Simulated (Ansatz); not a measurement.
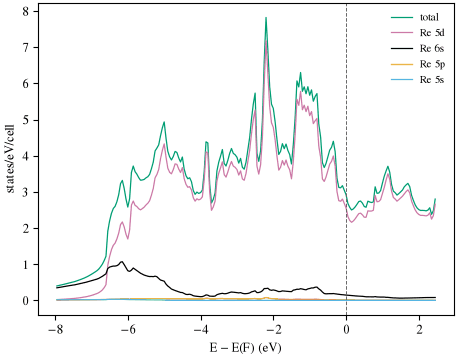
Figure: Total and projected density of states of Re (dhcp (α-La type), P6_3/mmc), PBE in the plane-wave PAW code Ansatz

Which orbitals carry the states next to the Fermi level?

Within 0.5 eV of the Fermi level: Re 5d 89 %, outside the projected shells 6 %. Projections are on Löwdin-orthogonalised atomic valence shells; empty p or d shells of many metals are not among them.

Where is the tallest occupied peak in this window, and what makes it?

Near -2.2 eV, about 7.8 states/eV per cell; the largest projected share is Re 5d.

The first step of the workflow began from a Materials Project structure, measured or hypothetical. Its sites differ from those of the usual phase in this space group: another stacking or structure type. The cell was relaxed with PBE under the symmetry of its start; its stability against distortions is not shown here. The run is not spin-polarised. Spin–orbit coupling is left out wherever it is not named.

Potentials: the earlier of the program's two PAW sets.
